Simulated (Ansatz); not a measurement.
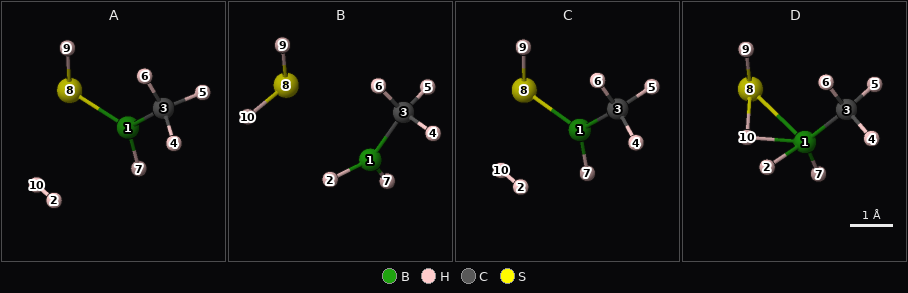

4 geometries from a converged minimum-energy path of CH7BS, made up at the start of CH₅B and H$_{2}$S, shuffled. Style: ball-and-stick. Shown at a tilt.

The calculation used Ansatz, RHF/cc-pVDZ. Settings: 7 movable images; climbing image; force threshold 0.03 eV/Å; iteration limit 60; starting path through a guess of the saddle point.

### Which frame is the transition state?

D. In order along the path, whose images run from 0 to 8: B (image 1, +1.0 kJ/mol), D (image 3, +132.2 kJ/mol), C (image 5, −34.9 kJ/mol), A (image 6, −43.9 kJ/mol). Breaking: B1–H2 (1.20 → 1.31 at the top → 4.60 Å), S8–H10 (1.34 → 1.63 at the top → 3.76 Å). Forming: B1–S8 (3.32 → 2.12 at the top → 1.81 Å), H2–H10 (3.41 → 1.07 at the top → 0.75 Å).

Limits of the set-up: the start holds two separate molecules, 3.3 Å apart at their closest, whose relative position is a soft coordinate and is computed without a dispersion correction; Hartree-Fock leaves out electron correlation.

Cost: 2.1 min on 1 thread of Arm Neoverse V2, with other jobs on the host, peak memory 0.14 GiB.
